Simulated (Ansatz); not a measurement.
# BH2···HF (doublet): what the fields show

The calculation's input:

```
crystal:
  periodic: [false, false, false]
  atoms:
    - { symbol: B, position_ang: [6.2e-05, -0.297242, -0.168367] }
    - { symbol: F, position_ang: [9.2e-05, 0.547766, 2.197128] }
    - { symbol: H, position_ang: [1.092107, 0.065776, -0.511767] }
    - { symbol: H, position_ang: [-1.092158, 0.065139, -0.511881] }
    - { symbol: H, position_ang: [-0.000103, -0.381439, 2.164886] }
magnetization:
  spin_polarized: true
  initial_magnetization: 1
basis:
  gaussian: { orbitals: def2-SVP }
hamiltonian:
  xc: b3lyp
relax:
  f_tol: 0.03
  max_steps: 50
output:
  orbitals: {}
```

Run with:

```sh
ansatz run input.yaml --threads 1 --pin off --max-ram 2048MiB --backend cpu --events-out ev --progress --plain --runs-dir out
```

The fields are those of the run's last geometry, not of the input's.

Level of theory: UKS B3LYP/def2-SVP (Ansatz).

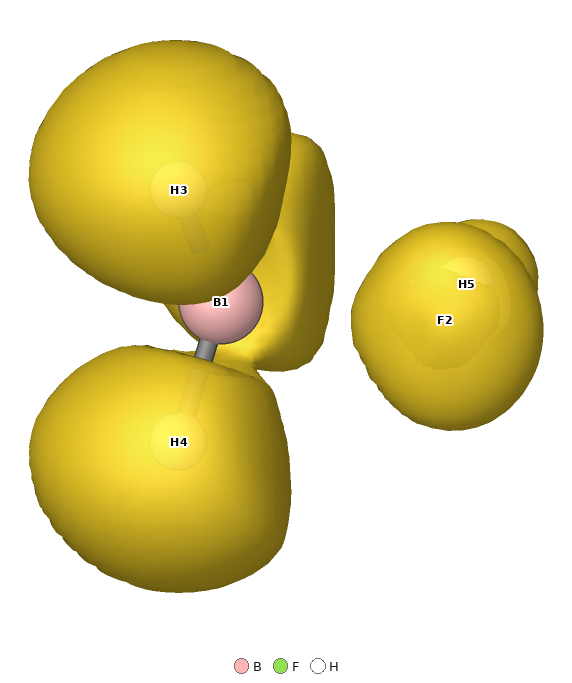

Figure 1. Isosurface of the electron localisation function at 0.75 (yellow), seen at a tilt. Only the valence region is drawn (cores and ρ < 0.01 e/Å³ removed).

Question: Where are the electrons localised?

Answer: The surface consists of one joined region spread over several atoms (B, H), in which their bonds and any lone pairs are merged and one joined region spread over several atoms (F, H), in which their bonds and any lone pairs are merged.


B1···F2 (1.90 Å): the ELF peaks at about 0.85 in the valence shell of F, 0.5 Å from its nucleus, and is about 0.45 at the midpoint. F–H (0.94 Å): the ELF climbs to about 1 towards the hydrogen, as it does in any bond to H (a covalent bond by its length).

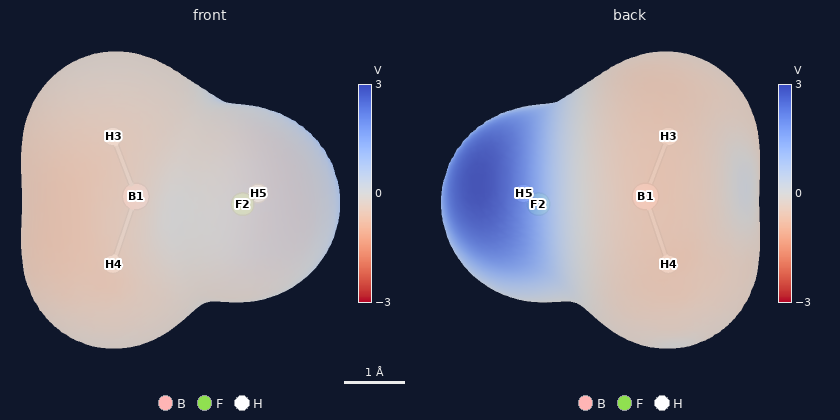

Figure 2. The molecular electrostatic potential painted on the density surface at 0.001 e/bohr³, seen from the front and from behind; the colour scale runs from red (negative) to blue (positive).

Question: Describe the electrostatic potential map.

Answer: The most negative region (about −0.6 V) lies over B1, the most positive (about +2.9 V) over H5.

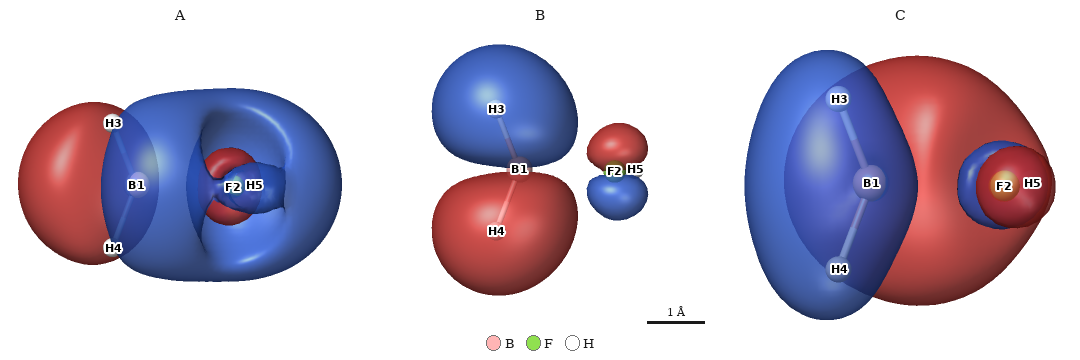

Figure 3. Three frontier orbitals at ±0.08 Å⁻³ᐟ² (blue and red are the two phases), in no order.

Question: Order the three orbitals by energy and name them. All are α orbitals.

Answer: B is the HOMO−1 (α) (−9.54 eV). By Hirshfeld shares it lies mainly on B1 (about 45 %), H3 (about 25 %) and H4 (about 25 %). C is the HOMO (α) (−5.16 eV). By Hirshfeld shares it lies mainly on B1 (about 75 %), H3 (about 5 %) and H4 (about 5 %). A is the LUMO (α) (−0.60 eV). By Hirshfeld shares it lies mainly on B1 (about 50 %), H5 (about 20 %) and F2 (about 15 %).

Question: What is the gap between the highest occupied and lowest empty α orbitals?

Answer: 4.56 eV between the orbital energies.

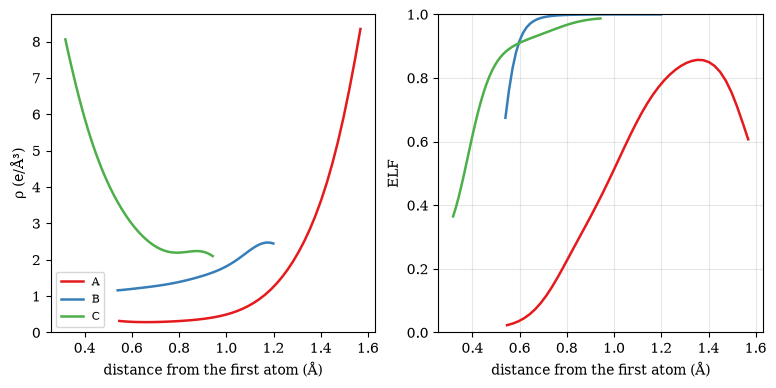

Figure 4. Total electron density and electron localisation function along straight lines between neighbouring atoms. The curves leave out the atomic cores.

Question: Which curve belongs to which contact (B–F, B–H and F–H)? The first atom named is at distance zero.

Answer: Curve A: B1···F2 (1.90 Å): the density falls to about 0.29 e/Å³ on the way; the ELF peaks at about 0.85 in the valence shell of F, 0.5 Å from its nucleus, and is about 0.45 at the midpoint. Curve B: B–H (1.20 Å): ρ is about 1.2 e/Å³ halfway; the ELF climbs to about 1 towards the hydrogen; a covalent bond by its length. Curve C: F–H (0.94 Å): ρ at the midpoint is about 4.5 e/Å³; the ELF climbs to about 1 towards the hydrogen (an ordinary covalent bond to hydrogen).
